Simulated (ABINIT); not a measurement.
# Si3Os (Pm-3m): zone-centre phonons

Which modes does Si3Os (Pm-3m) have at the zone centre?

Calculated with ABINIT 10.8.3; DFT LDA, scalar-relativistic, plane waves, PseudoDojo norm-conserving pseudopotentials.

The structure was built from a prototype and need not be the compound's stable phase.

## Step 1: The starting structure

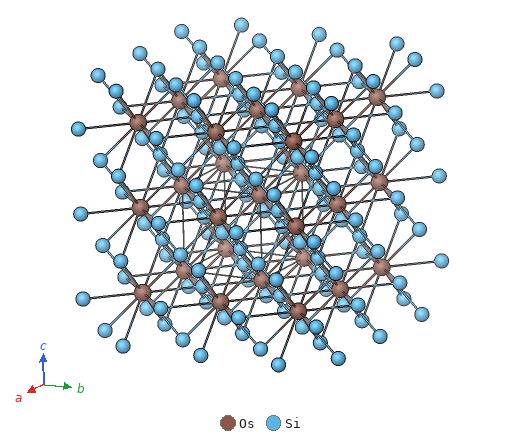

Start, viewed slightly off an axis; osmium brown, silicon blue. 2×2×2 cells are drawn. Some periodic images of atoms are drawn too.

As a file:

```cif
data_structure
_symmetry_space_group_name_H-M 'P 1'
_symmetry_Int_Tables_number 1
_cell_length_a 3.8426
_cell_length_b 3.8426
_cell_length_c 3.8426
_cell_angle_alpha 90.000
_cell_angle_beta 90.000
_cell_angle_gamma 90.000
_cell_volume 56.74
loop_
_atom_site_label
_atom_site_type_symbol
_atom_site_fract_x
_atom_site_fract_y
_atom_site_fract_z
_atom_site_occupancy
Os1 Os 0.00000 0.00000 0.00000 1
Si2 Si 0.00000 0.50000 0.50000 1
Si3 Si 0.50000 0.00000 0.50000 1
Si4 Si 0.50000 0.50000 0.00000 1
```

## Step 2: A probe with smearing

A first run with smearing and empty bands tells whether the crystal has a gap, which decides between fixed occupations and smearing later on.

Input file probe.abi:

```
# ground state
tolvrs 1.0d-08
prtden 1
prtwf 1

# basis, mesh and filling
ecut 33.0
ngkpt 6 6 6
nshiftk 1
shiftk 0.0 0.0 0.0
istwfk *1
occopt 7
tsmear 0.005
nband 21
nstep 100
diemac 9.0
prtebands 0
prtgsr 0
useylm 1

# cell and atoms
acell 3*1.0 Angstrom
rprim 
    3.84255039 0.0 0.0
    0.0 3.84255039 0.0
    0.0 0.0 3.84255039
ntypat 2
znucl 76 14
natom 4
typat 1 2 2 2
xred 
    0.0 0.0 0.0
    0.0 0.5 0.5
    0.5 0.0 0.5
    0.5 0.5 0.0
pp_dirpath "./pseudo"
pseudos "Os.upf, Si.upf"
```

Launch:

```console
OMP_NUM_THREADS=1 mpirun -n 4 abinit probe.abi > probe.log
```

Numbers of over 12 decimals in the logs are rounded to 6 here.

probe.abo, the main output file:

```text
[banners, grids, parts of the stress and lines that vanish by symmetry left out]
- input  file    -> probe.abi
- output file    -> probe.abo
- root for input  files -> probei
[...]
Symmetries : space group Pm -3 m (#221); Bravais cP (primitive cubic)
[...]
mpw =        3499          nfft =       64000          nkpt =          20
[...]
== DATASET  1 ==================================================================
[...]
cutoff_energies: {ecut:  33.0, pawecutdg:  -1.0, }
[...]
ETOT  1  -113.92838351416    -1.139E+02 7.959E-02 1.072E+02
 ETOT  2  -113.94091013136    -1.253E-02 2.795E-03 3.040E+02
 ETOT  3  -113.99871938418    -5.781E-02 2.885E-03 1.825E+01
 ETOT  4  -114.00255938373    -3.840E-03 7.751E-04 5.473E-02
 ETOT  5  -114.00257283299    -1.345E-05 2.942E-04 8.273E-04
 ETOT  6  -114.00257299006    -1.571E-07 2.601E-04 5.255E-06
 ETOT  7  -114.00257299096    -8.976E-10 3.012E-04 4.481E-09
 At SCF step    7       vres2   =  4.48E-09 < tolvrs=  1.00E-08 =>converged.
[...]
sigma(1 1)=  4.61528540E-04  sigma(3 2)=  0.00000000E+00
  sigma(2 2)=  4.61528540E-04  sigma(3 1)=  0.00000000E+00
  sigma(3 3)=  4.61528540E-04  sigma(2 1)=  0.00000000E+00
[...]
convergence: {deltae: -8.976E-10, res2:  4.481E-09, residm:  3.012E-04, diffor: null, }
etotal    :  -1.14002573E+02
[...]
sigma(1 1)=  4.61528540E-04  sigma(3 2)=  0.00000000E+00
  sigma(2 2)=  4.61528540E-04  sigma(3 1)=  0.00000000E+00
  sigma(3 3)=  4.61528540E-04  sigma(2 1)=  0.00000000E+00
[...]
- sigma(1 1)=  1.35786384E+01  sigma(3 2)=  0.00000000E+00
- sigma(2 2)=  1.35786384E+01  sigma(3 1)=  0.00000000E+00
- sigma(3 3)=  1.35786384E+01  sigma(2 1)=  0.00000000E+00
[...]
fcart     -0.0000000000E+00 -0.0000000000E+00 -0.0000000000E+00
           strten      4.6152853959E-04  4.6152853959E-04  4.6152853959E-04
================================================================================

[key lines of the parts left out:]
pressure_GPa:  -1.3579E+01
```

Wall time 11 s (4 MPI ranks of Arm Neoverse V2, shared host).

This step gave:

```yaml
volume_per_atom: 14.18 Å³
pressure: -13.58 GPa
gap_on_the_k_mesh: 0 eV
```

No gap opens on this mesh, so smearing is kept; the printed pressure holds the stress of the finite basis too.

## Step 3: Rough relaxation

The typed start is rough, so a first relaxation with smearing and loose thresholds takes it towards rest cheaply.

Input file prerelax.abi:

```
# relaxation
ionmov 2
optcell 2
dilatmx 1.15
chkdilatmx 0
ntime 40
tolmxf 3.0d-04
tolvrs 1.0d-10
prtwf 0
prtden 0
chksymtnons 0

# basis, mesh and filling
ecut 33.0
ecutsm 3.0
ngkpt 4 4 4
nshiftk 1
shiftk 0.0 0.0 0.0
istwfk *1
occopt 7
tsmear 0.005
nband 21
nstep 100
diemac 1000000.0
prtebands 0
prtgsr 0
useylm 1

# cell and atoms
acell 3*1.0 Angstrom
rprim 
    3.84255039 0.0 0.0
    0.0 3.84255039 0.0
    0.0 0.0 3.84255039
ntypat 2
znucl 76 14
natom 4
typat 1 2 2 2
xred 
    0.0 0.0 0.0
    0.0 0.5 0.5
    0.5 0.0 0.5
    0.5 0.5 0.0
pp_dirpath "./pseudo"
pseudos "Os.upf, Si.upf"
```

Launch:

```console
OMP_NUM_THREADS=1 mpirun -n 4 abinit prerelax.abi > prerelax.log
```

prerelax.abo, the main output file:

```text
[banners, grids, parts of the stress and lines that vanish by symmetry left out]
- input  file    -> prerelax.abi
- output file    -> prerelax.abo
- root for input  files -> prerelaxi
[...]
Symmetries : space group Pm -3 m (#221); Bravais cP (primitive cubic)
[...]
mpw =        5294          nfft =       91125          nkpt =          10
[...]
== DATASET  1 ==================================================================
[...]
cutoff_energies: {ecut:  33.0, pawecutdg:  -1.0, }
[...]
ETOT  1  -113.93344062504    -1.139E+02 7.548E-02 1.633E+02
 ETOT  2  -113.96447845449    -3.104E-02 1.551E-03 2.588E+02
 ETOT  3  -113.99931952088    -3.484E-02 3.395E-03 2.211E+01
 ETOT  4  -114.00234287849    -3.023E-03 4.871E-04 1.815E-02
 ETOT  5  -114.00234488783    -2.009E-06 1.382E-04 4.601E-04
[...]
At SCF step    9       vres2   =  2.49E-12 < tolvrs=  1.00E-10 =>converged.
[...]
ETOT  6  -114.01078528503    -9.095E-13 1.734E-10 5.044E-12
 At SCF step    6       vres2   =  5.04E-12 < tolvrs=  1.00E-10 =>converged.
[...]
sigma(1 1)=  3.63582254E-08  sigma(3 2)=  0.00000000E+00
  sigma(2 2)=  3.63582254E-08  sigma(3 1)=  0.00000000E+00
  sigma(3 3)=  3.63582254E-08  sigma(2 1)=  0.00000000E+00
[...]
convergence: {deltae: -9.095E-13, res2:  5.044E-12, residm:  1.734E-10, diffor: null, }
etotal    :  -1.14010785E+02
[...]
At Broyd/MD step   5, gradients are converged :
[...]
sigma(1 1)=  3.63582254E-08  sigma(3 2)=  0.00000000E+00
  sigma(2 2)=  3.63582254E-08  sigma(3 1)=  0.00000000E+00
  sigma(3 3)=  3.63582254E-08  sigma(2 1)=  0.00000000E+00
[...]
- sigma(1 1)=  1.06969592E-03  sigma(3 2)=  0.00000000E+00
- sigma(2 2)=  1.06969592E-03  sigma(3 1)=  0.00000000E+00
- sigma(3 3)=  1.06969592E-03  sigma(2 1)=  0.00000000E+00
[...]
fcart     -0.0000000000E+00 -0.0000000000E+00 -0.0000000000E+00
           strten      3.6358225377E-08  3.6358225378E-08  3.6358225368E-08
================================================================================

[key lines of the parts left out:]
pressure_GPa:  -1.0697E-03
Total energy (etotal) [Ha]= -1.14010785285033E+02
```

The job ended after 57 s (4 MPI ranks).

Step by step:

```
step  energy less that of the first step (eV)  largest force (eV/Å)  volume (Å³)
   1                                   0.0000                0.0000        56.74
   2                                  -0.1619                0.0000        54.38
   3                                  -0.2279                0.0000        51.44
   4                                  -0.2297                0.0000        51.86
   5                                  -0.2297                0.0000        51.83
```

```
conventional cell, symmetrised  before  after  change
                         a (Å)   3.843  3.728  -3.0 %
                         b (Å)   3.843  3.728  -3.0 %
                         c (Å)   3.843  3.728  -3.0 %
              volume (Å³/atom)   14.18  12.96  -8.6 %
```

Final coordinates:

```xyz
4
Lattice="3.7284 0.0000 0.0000 0.0000 3.7284 0.0000 0.0000 0.0000 3.7284" Properties=species:S:1:pos:R:3 pbc="T T T"
Os    0.0000    0.0000    0.0000
Si    0.0000    1.8642    1.8642
Si    1.8642    0.0000    1.8642
Si    1.8642    1.8642    0.0000
```

Numbers from this step:

| Item | Value |
| --- | --- |
| volume per atom | 12.96 Å³ |
| pressure | -0.001070 GPa |

The volume changes by -8.6 % in this run and stands -8.6 % from the first cell.

## Step 4: Relaxing the cell and atoms

The harmonic expansion needs vanishing forces, and a free crystal bears no stress, so cell and atoms are brought to rest. Stress is more sensitive to the basis than forces are: the last 3 Ha under the cutoff are smoothed with ecutsm, and the cutoff is raised above that of the later runs.

Input file relax.abi:

```
# relaxation
ionmov 2
optcell 2
dilatmx 1.08
ntime 40
tolmxf 1.0d-05
tolvrs 1.0d-14
prtwf 0
prtden 0
chksymtnons 0

# basis, mesh and filling
ecut 41.0
ecutsm 3.0
ngkpt 8 8 8
nshiftk 1
shiftk 0.0 0.0 0.0
istwfk *1
occopt 6
tsmear 0.01
nband 21
nstep 100
diemac 1000000.0
prtebands 0
prtgsr 0
useylm 1

# cell and atoms
acell 3*1.0 Angstrom
rprim 
    3.728447899 0.0 0.0
    0.0 3.728447899 0.0
    0.0 0.0 3.728447899
ntypat 2
znucl 76 14
natom 4
typat 1 2 2 2
xred 
    0.0 0.0 0.0
    0.0 0.5 0.5
    0.5 0.0 0.5
    0.5 0.5 0.0
pp_dirpath "./pseudo"
pseudos "Os.upf, Si.upf"
```

Launch:

```console
OMP_NUM_THREADS=1 mpirun -n 4 abinit relax.abi > relax.log
```

relax.abo, the main output file:

```text
[banners, grids, parts of the stress and lines that vanish by symmetry left out]
- input  file    -> relax.abi
- output file    -> relax.abo
- root for input  files -> relaxi
[...]
Symmetries : space group Pm -3 m (#221); Bravais cP (primitive cubic)
[...]
mpw =        5559          nfft =       91125          nkpt =          35
[...]
== DATASET  1 ==================================================================
[...]
cutoff_energies: {ecut:  41.0, pawecutdg:  -1.0, }
[...]
ETOT  1  -113.93743115438    -1.139E+02 5.874E-02 1.205E+02
 ETOT  2  -113.98815879491    -5.073E-02 6.281E-03 1.578E+02
 ETOT  3  -114.00692512272    -1.877E-02 2.064E-02 1.995E+01
 ETOT  4  -114.00969801521    -2.773E-03 2.029E-03 7.008E-03
 ETOT  5  -114.00969968300    -1.668E-06 8.652E-04 8.023E-04
[...]
At SCF step   10       vres2   =  4.20E-16 < tolvrs=  1.00E-14 =>converged.
[...]
sigma(1 1)= -2.47047170E-05  sigma(3 2)=  0.00000000E+00
  sigma(2 2)= -2.47047170E-05  sigma(3 1)=  0.00000000E+00
  sigma(3 3)= -2.47047170E-05  sigma(2 1)=  0.00000000E+00
[...]
convergence: {deltae: -9.877E-12, res2:  4.197E-16, residm:  1.398E-04, diffor: null, }
etotal    :  -1.14009700E+02
[...]
ETOT  1  -114.00843135198    -1.140E+02 1.323E-04 9.945E+00
[...]
At SCF step   10       vres2   =  5.37E-17 < tolvrs=  1.00E-14 =>converged.
[...]
sigma(1 1)= -1.09387257E-05  sigma(3 2)=  0.00000000E+00
  sigma(2 2)= -1.09387257E-05  sigma(3 1)=  0.00000000E+00
  sigma(3 3)= -1.09387257E-05  sigma(2 1)=  0.00000000E+00
[...]
convergence: {deltae:  1.123E-12, res2:  5.368E-17, residm:  8.535E-05, diffor: null, }
etotal    :  -1.14009714E+02
[...]
ETOT  1  -114.00890003711    -1.140E+02 4.608E-05 6.330E+00
[...]
ETOT  8  -114.00971705320    -5.343E-12 2.964E-06 2.130E-14
 ETOT  9  -114.00971705321    -5.684E-12 2.727E-06 7.357E-15
 At SCF step    9       vres2   =  7.36E-15 < tolvrs=  1.00E-14 =>converged.
[...]
sigma(1 1)= -3.89981324E-08  sigma(3 2)=  0.00000000E+00
  sigma(2 2)= -3.89981324E-08  sigma(3 1)=  0.00000000E+00
  sigma(3 3)= -3.89981324E-08  sigma(2 1)=  0.00000000E+00
[...]
convergence: {deltae: -5.684E-12, res2:  7.357E-15, residm:  2.727E-06, diffor: null, }
etotal    :  -1.14009717E+02
[...]
At Broyd/MD step   3, gradients are converged :
[...]
sigma(1 1)= -3.89981324E-08  sigma(3 2)=  0.00000000E+00
  sigma(2 2)= -3.89981324E-08  sigma(3 1)=  0.00000000E+00
  sigma(3 3)= -3.89981324E-08  sigma(2 1)=  0.00000000E+00
[...]
- sigma(1 1)= -1.14736467E-03  sigma(3 2)=  0.00000000E+00
- sigma(2 2)= -1.14736467E-03  sigma(3 1)=  0.00000000E+00
- sigma(3 3)= -1.14736467E-03  sigma(2 1)=  0.00000000E+00
[...]
fcart     -0.0000000000E+00 -0.0000000000E+00 -0.0000000000E+00
           strten     -3.8998132350E-08 -3.8998132352E-08 -3.8998132350E-08
================================================================================

[key lines of the parts left out:]
pressure_GPa:   1.1474E-03
Total energy (etotal) [Ha]= -1.14009717053206E+02
```

The job ended after 1.7 min (4 MPI ranks).

Step by step:

```
step  energy less that of the first step (eV)  largest force (eV/Å)  volume (Å³)
   1                                   0.0000                0.0000        51.83
   2                                  -0.0004                0.0000        51.95
   3                                  -0.0005                0.0000        52.04
```

```
conventional cell, symmetrised  before  after  change
                         a (Å)   3.728  3.733  +0.1 %
                         b (Å)   3.728  3.733  +0.1 %
                         c (Å)   3.728  3.733  +0.1 %
              volume (Å³/atom)   12.96  13.01  +0.4 %
```

The relaxed structure:

```xyz
4
Lattice="3.7334 0.0000 0.0000 0.0000 3.7334 0.0000 0.0000 0.0000 3.7334" Properties=species:S:1:pos:R:3 pbc="T T T"
Os    0.0000    0.0000    0.0000
Si    0.0000    1.8667    1.8667
Si    1.8667    0.0000    1.8667
Si    1.8667    1.8667    0.0000
```

Read from the output:

| Quantity | Value |
| --- | --- |
| volume per atom | 13.01 Å³ |
| pressure | 0.001147 GPa |

The volume changes by +0.4 % in this run and stands -8.3 % from the first cell.

## Step 5: Ground state

First-order wavefunctions inherit every error of the ground state, hence the very tight tolvrs. Smearing stays on, as the first look found no gap above 0.3 eV.

Input file gs.abi:

```
# ground state
tolvrs 1.0d-16
prtden 1
prtwf 1

# basis, mesh and filling
ecut 33.0
ngkpt 8 8 8
nshiftk 1
shiftk 0.0 0.0 0.0
istwfk *1
occopt 6
tsmear 0.01
nband 21
nstep 100
diemac 1000000.0
prtebands 0
prtgsr 0
useylm 1

# cell and atoms
acell 3*1.0 Angstrom
rprim 
    3.733415771 0.0 0.0
    0.0 3.733415771 0.0
    0.0 0.0 3.733415771
ntypat 2
znucl 76 14
natom 4
typat 1 2 2 2
xred 
    0.0 0.0 0.0
    0.0 0.5 0.5
    0.5 0.0 0.5
    0.5 0.5 0.0
pp_dirpath "./pseudo"
pseudos "Os.upf, Si.upf"
```

Launch:

```console
OMP_NUM_THREADS=1 mpirun -n 4 abinit gs.abi > gs.log
```

gs.abo, the main output file:

```text
[banners, grids, parts of the stress and lines that vanish by symmetry left out]
- input  file    -> gs.abi
- output file    -> gs.abo
- root for input  files -> gsi
[...]
Symmetries : space group Pm -3 m (#221); Bravais cP (primitive cubic)
[...]
mpw =        3197          nfft =       64000          nkpt =          35
[...]
== DATASET  1 ==================================================================
[...]
cutoff_energies: {ecut:  33.0, pawecutdg:  -1.0, }
[...]
ETOT  1  -113.94400756317    -1.139E+02 5.624E-02 8.734E+01
 ETOT  2  -113.98404920014    -4.004E-02 7.885E-03 1.294E+02
 ETOT  3  -114.00709030590    -2.304E-02 4.956E-03 1.284E+01
 ETOT  4  -114.00957775992    -2.487E-03 2.425E-03 3.339E-03
 ETOT  5  -114.00957895290    -1.193E-06 1.843E-03 4.070E-04
[...]
ETOT 10  -114.00957902527     5.258E-12 2.203E-04 7.285E-16
 ETOT 11  -114.00957902528    -1.961E-12 1.772E-04 1.625E-17
 At SCF step   11       vres2   =  1.63E-17 < tolvrs=  1.00E-16 =>converged.
[...]
sigma(1 1)=  6.04084299E-06  sigma(3 2)=  0.00000000E+00
  sigma(2 2)=  6.04084299E-06  sigma(3 1)=  0.00000000E+00
  sigma(3 3)=  6.04084299E-06  sigma(2 1)=  0.00000000E+00
[...]
convergence: {deltae: -1.961E-12, res2:  1.625E-17, residm:  1.772E-04, diffor: null, }
etotal    :  -1.14009579E+02
[...]
sigma(1 1)=  6.04084299E-06  sigma(3 2)=  0.00000000E+00
  sigma(2 2)=  6.04084299E-06  sigma(3 1)=  0.00000000E+00
  sigma(3 3)=  6.04084299E-06  sigma(2 1)=  0.00000000E+00
[...]
- sigma(1 1)=  1.77727737E-01  sigma(3 2)=  0.00000000E+00
- sigma(2 2)=  1.77727737E-01  sigma(3 1)=  0.00000000E+00
- sigma(3 3)=  1.77727737E-01  sigma(2 1)=  0.00000000E+00
[...]
fcart     -0.0000000000E+00 -0.0000000000E+00 -0.0000000000E+00
           strten      6.0408429922E-06  6.0408429922E-06  6.0408429922E-06
================================================================================

[key lines of the parts left out:]
pressure_GPa:  -1.7773E-01
```

Run time: 23 s. Hardware: 4 MPI ranks; 92 s of CPU time.

Numbers from this step:

| Property | Result |
| --- | --- |
| pressure | -0.1777 GPa |

The cell stands at -0.18 GPa: the relaxation ran with a smoothed and higher cutoff, and the difference is a stress of the finite basis.

(Continued in part 2 of 3.)

[Host names and launcher messages were left out of these logs when they were recorded.]

[Logs are printed without paths, hosts, clocks, repeated set-up lines and the standing remarks that a program may print on its own settings, such as how far it seeks lower states.]

[Hosts, paths, dates, database ids (printed as entryN), source tags and the programs' standing remarks are cut or masked in the printed files.]
